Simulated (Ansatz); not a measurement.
# Abstraction of F: CHBr2F + C4H9 → CHBr2 + C4H9F

Species: CHBr2F (dibromofluoromethane) `FC(Br)Br`, singlet; C4H9 (2-butyl radical) `C[CH]CC`, doublet; CHBr2 `Br[CH]Br`, doublet; C4H9F (2-fluorobutane) `CCC(C)F`, singlet. A radical takes F: the energy is the difference in strength between two C–F bonds in different surroundings.

Shapes, held fixed at every level: PBE0-D4/def2-TZVP. Flexible molecules stand in one conformer, not always the lowest. Programs: Ansatz 0.2.0. The zero-point and thermal change to 298 K, harmonic and unscaled (PBE0-D4/def2-TZVP), is +3.7 kJ/mol.

```json
{"level": "HF/def2-SVP", "kind": "Hartree–Fock", "ΔH(298 K) (kJ/mol)": "-40.1", "less CCSD(T)/def2-TZVPP": "-3.4", "CPU time (sum over the molecules)": "–"}
{"level": "PBE-D4/def2-TZVPP", "kind": "GGA", "ΔH(298 K) (kJ/mol)": "-26.2", "less CCSD(T)/def2-TZVPP": "+10.5", "CPU time (sum over the molecules)": "42 s"}
{"level": "B3LYP-D4/def2-TZVPP", "kind": "global hybrid", "ΔH(298 K) (kJ/mol)": "-30.1", "less CCSD(T)/def2-TZVPP": "+6.6", "CPU time (sum over the molecules)": "73 s"}
{"level": "BHLYP-D4/def2-TZVPP", "kind": "global hybrid", "ΔH(298 K) (kJ/mol)": "-34.3", "less CCSD(T)/def2-TZVPP": "+2.4", "CPU time (sum over the molecules)": "59 s"}
{"level": "PBE0-D4/def2-TZVPP", "kind": "global hybrid", "ΔH(298 K) (kJ/mol)": "-29.4", "less CCSD(T)/def2-TZVPP": "+7.3", "CPU time (sum over the molecules)": "51 s"}
{"level": "wB97M-V/def2-TZVPP", "kind": "range-separated hybrid", "ΔH(298 K) (kJ/mol)": "-31.8", "less CCSD(T)/def2-TZVPP": "+4.9", "CPU time (sum over the molecules)": "3.2 min"}
{"level": "wB97X-V/def2-TZVPP", "kind": "range-separated hybrid", "ΔH(298 K) (kJ/mol)": "-35.7", "less CCSD(T)/def2-TZVPP": "+1.0", "CPU time (sum over the molecules)": "2.1 min"}
{"level": "CCSD(T)/def2-TZVPP", "kind": "coupled cluster or CI", "ΔH(298 K) (kJ/mol)": "-36.7", "less CCSD(T)/def2-TZVPP": "0.0", "CPU time (sum over the molecules)": "2.1 h"}
```

The highest level, CCSD(T)/def2-TZVPP, gives ΔH(298 K) = -36.7 kJ/mol; the levels span -40.1 to -26.2. The column of differences is taken from that level and isn't an error. No measured value is set beside it here. Open shells run unrestricted unless RO is named. Relativity is left out for Br unless named. Correlated rows may include outer-core shells of Br, which these sets cover unevenly. Times are processor times on shared x86 and Arm servers, and rough.

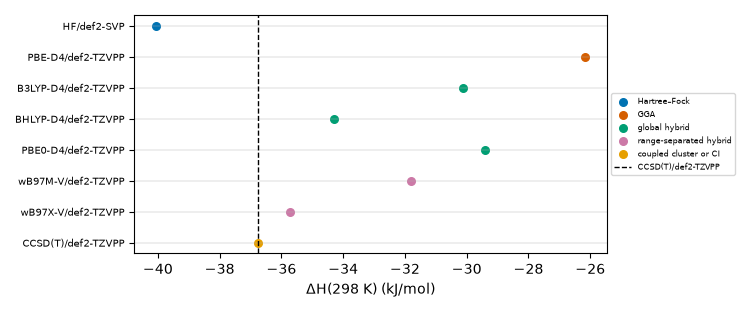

The values of the table, level by level.
